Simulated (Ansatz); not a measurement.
```yaml
crystal:
  lattice:
    - [5.59451, 0.00160, 0.00067]
    - [0.08726, 5.59453, 0.00048]
    - [0.84465, 0.82269, 8.95718]
  atoms:
    - { symbol: K, position: [0.57306, 0.53976, 0.28880] }
    - { symbol: K, position: [0.45864, 0.43139, 0.71682] }
    - { symbol: Na, position: [0.02469, 0.97995, 0.49973] }
    - { symbol: B, position: [0.07762, 0.91844, 0.99916] }
    - { symbol: Cl, position: [0.40364, 0.96745, 0.00286] }
    - { symbol: Cl, position: [0.52026, 0.97329, 0.51564] }
    - { symbol: Cl, position: [0.02041, 0.59397, 0.99557] }
    - { symbol: Cl, position: [0.03388, 0.48475, 0.48369] }
    - { symbol: Cl, position: [0.91331, 0.02584, 0.17102] }
    - { symbol: Cl, position: [0.97448, 0.08516, 0.82671] }
```

Space group P1; a structure generated by program, which may or may not match a known phase; changed on purpose from its base cell (the structure that the rattled cell fell into).

Computed with DFT PBE, scalar-relativistic, plane waves, PAW in Ansatz 0.2.0.

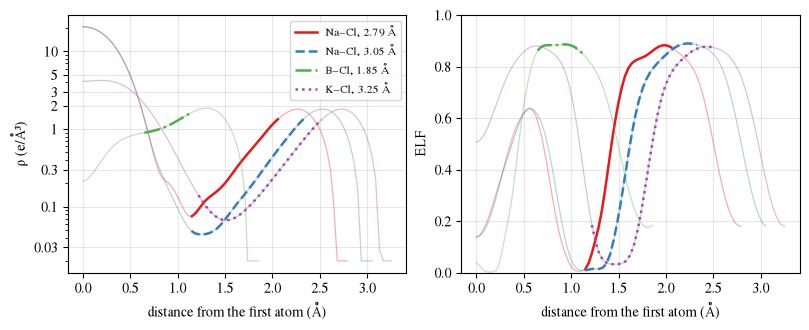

K$_{2}$NaBCl$_{6}$. Valence electron density and electron localisation function along straight lines between neighbouring atoms. Thin, pale parts lie inside the atomic spheres.

The density is the valence pseudo-density of a PAW calculation; it isn't the true density close to the nuclei.

Q: Compare the contacts.

A: Na–Cl (2.79 Å): ρ at the midpoint is about 0.15 e/Å³; the ELF peaks at about 0.90 in the valence shell of Cl, 0.8 Å from its nucleus, and falls to about 0 next to Na; a largely ionic contact.
Na–Cl (3.05 Å): the density is about 0.08 e/Å³ at the midpoint, with its minimum of 0.04 e/Å³ about 1.3 Å from Na; the ELF peaks at about 0.90 in the valence shell of Cl, 0.8 Å from its nucleus, and is about 0.30 at the midpoint (a largely ionic contact).
B–Cl (1.85 Å): the density is about 1.1 e/Å³ at the midpoint; the ELF peaks at about 0.90 between the atoms (a polar covalent bond).
K–Cl (3.25 Å): the density is about 0.07 e/Å³ at the midpoint; the ELF is about 0.05 at the midpoint: a closed-shell, largely ionic contact.
